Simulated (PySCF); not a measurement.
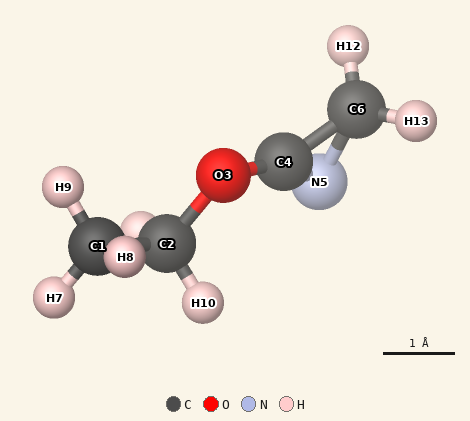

**Figure 1.** The input geometry (ball-and-stick view, seen at a tilt; atoms are numbered from 1 in the order of the input).

## NMR shielding calculation, with input and output: C$_{4}$H$_{7}$NO

C$_{4}$H$_{7}$NO, SMILES CCOC1=NC1, computed with GIAO PBE0/pcSseg-1 NMR shielding, non-relativistic, gas phase (PySCF 2.14.0).

Some settings of this run were made unusual or wrong on purpose. The geometry comes from this level: GFN2-xTB, altered. Figures and captions count atoms from 1; the log counts them from 0 in places.

What the program printed
```
final grid: 104640 points
cycle   1  E = -285.9008920695  dE =  2.773e+00  |g| = 6.068e-01  |ddm| = 3.480e+00
cycle   2  E = -285.8979370546  dE =  2.955e-03  |g| = 6.343e-01  |ddm| = 1.003e+00
cycle   3  E = -285.9759673063  dE = -7.803e-02  |g| = 1.028e-01  |ddm| = 5.100e-01
cycle   4  E = -285.9776853665  dE = -1.718e-03  |g| = 4.145e-02  |ddm| = 9.496e-02
cycle   5  E = -285.9779996675  dE = -3.143e-04  |g| = 9.745e-03  |ddm| = 3.238e-02
cycle   6  E = -285.9780155574  dE = -1.589e-05  |g| = 2.394e-03  |ddm| = 7.320e-03
cycle   7  E = -285.9780165864  dE = -1.029e-06  |g| = 3.514e-04  |ddm| = 1.932e-03
cycle   8  E = -285.9780166089  dE = -2.257e-08  |g| = 1.148e-04  |ddm| = 4.405e-04
cycle   9  E = -285.9780166116  dE = -2.685e-09  |g| = 1.955e-05  |ddm| = 1.167e-04
cycle  10  E = -285.9780166117  dE = -8.174e-11  |g| = 4.717e-06  |ddm| = 2.374e-05
converged SCF energy = -285.9780166117

GIAO shielding tensors (ppm)
atom      isotropic    diamagn.    paramagn.     s11        s22        s33       span
  0 C      193.339     247.491     -54.151    179.434    194.121    206.463     27.030
  1 C      152.447     248.196     -95.749    127.085    137.788    192.469     65.384
  2 O      260.856     396.645    -135.789    166.546    262.595    353.428    186.882
  3 C       47.297     250.581    -203.284    -88.820    108.017    122.692    211.512
  4 N      114.589     337.615    -223.026    -92.675    130.134    306.310    398.985
  5 C      181.031     254.364     -73.332    128.896    189.180    225.017     96.122
  6 H       34.446      31.841       2.605     29.510     31.217     42.609     13.099
  7 H       34.084      33.446       0.638     29.566     31.673     41.014     11.448
  8 H       34.130      33.518       0.612     29.600     31.749     41.040     11.441
  9 H       31.114      34.898      -3.784     25.501     31.385     36.457     10.956
 10 H       31.068      35.142      -4.074     25.353     31.726     36.125     10.772
 11 H       33.736      34.599      -0.862     27.304     31.109     42.796     15.491
 12 H       33.739      34.572      -0.834     27.271     31.119     42.826     15.556
```

This output came from the following input.

Input file
```
{"job": {"kind": "nmr", "xc": "PBE0", "basis": "pcSseg-1", "pop": true, "scf": {"max_cycle": 75}}, "charge": 0, "multiplicity": 1}
C     -1.884298     0.759659     0.263545
C     -0.928705    -0.100581    -0.194722
O      0.212156     0.272507     0.291675
C      1.136118    -0.336695    -0.072914
N      1.538679    -1.178073    -0.716378
C      2.427350    -0.461812     0.023775
H     -2.757775     0.495798    -0.086785
H     -1.912626     0.742642     1.241105
H     -1.684780     1.671967    -0.027291
H     -1.109004    -1.025579     0.095441
H     -0.874428    -0.087638    -1.178987
H      3.014982     0.151191    -0.453795
H      2.818383    -0.902947     0.799376
```

The first line tells a small driver script what to run in PySCF; the rest is the geometry in Å.

Launched with:
```bash
OMP_NUM_THREADS=1 python <driver script> task.json out
```

What the run reported

```tsv
quantity	value
outcome	converged
total energy	−285.978017 hartree
HOMO	−7.33 eV
LUMO	1.75 eV
dipole moment	2.73 D
isotropic shielding, C	47.3 to 193.3 ppm
isotropic shielding, O	260.9 ppm
isotropic shielding, N	114.6 ppm
isotropic shielding, H	31.1 to 34.4 ppm
hardware	1 CPU thread, shared host
wall time	17 s
peak memory	0.68 GiB
```

Diagnosis

Some settings of this run were drawn to be unusual or wrong. It converged; results that depend on the unusual settings are not reference values.
